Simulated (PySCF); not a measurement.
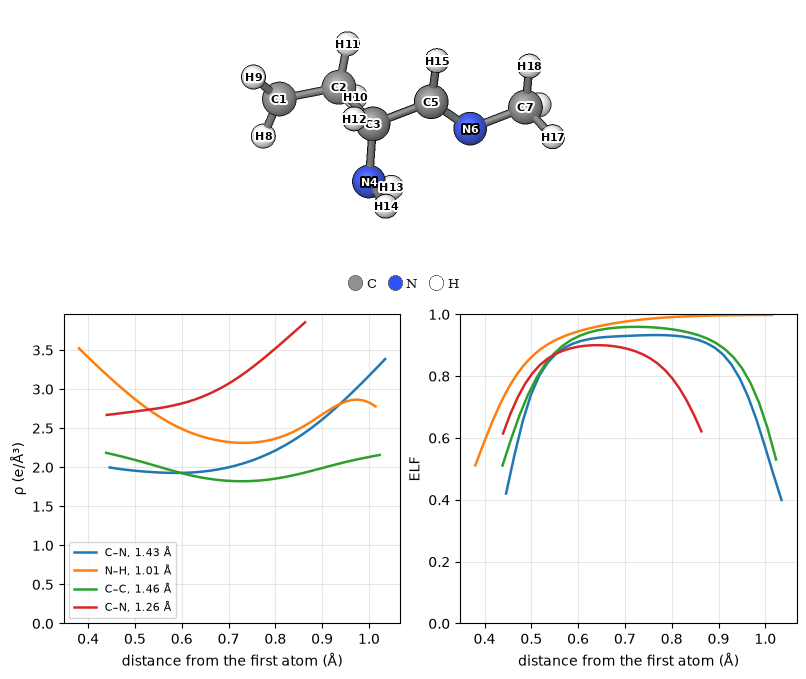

Figure. C$_{5}$H$_{11}$N$_{2}$ (doublet). Electron density and electron localisation function along straight lines between neighbouring atoms. The curves leave out the atomic cores. The structure is drawn too.

Geometry: GFN2-xTB.

The calculation used PySCF, UKS B3LYP, pcH-1 on C H N, non-relativistic, mean-field spin-orbit, GIAO.

```xyz
18

C    -2.7103    0.9589    0.6937
C    -1.2516    0.8743    0.7269
C    -0.7236   -0.4262    0.0068
N    -1.0367   -0.3464   -1.4012
C     0.7403   -0.5411    0.3072
N     1.5936   -0.3187   -0.5873
C     2.9907   -0.3842   -0.3033
H    -3.2048    1.2515   -0.2112
H    -3.2967    0.5026    1.4685
H    -0.7983    1.7162    0.1984
H    -0.8837    0.8487    1.7549
H    -1.2524   -1.2840    0.4388
H    -0.4410    0.3573   -1.8271
H    -0.8257   -1.2276   -1.8566
H     1.0044   -0.7912    1.3470
H     3.4333    0.5810   -0.5539
H     3.4385   -1.1341   -0.9569
H     3.2153   -0.6309    0.7437
```

Q: Compare the contacts.

A: C–N (1.43 Å): ρ is about 2 e/Å³ halfway; the ELF peaks at about 0.95 between the atoms: localised, covalent bonding.
N–H (1.01 Å): ρ is about 2.8 e/Å³ halfway; the ELF climbs to about 1 towards the hydrogen, as it does in any bond to H (a covalent bond by its length).
C–C (1.46 Å): ρ at the midpoint is about 1.8 e/Å³; the ELF peaks at about 0.95 between the atoms, as expected for a covalent bond.
C–N (1.26 Å): ρ at the midpoint is about 2.9 e/Å³; the ELF peaks at about 0.90 between the atoms (a short, multiple covalent bond).
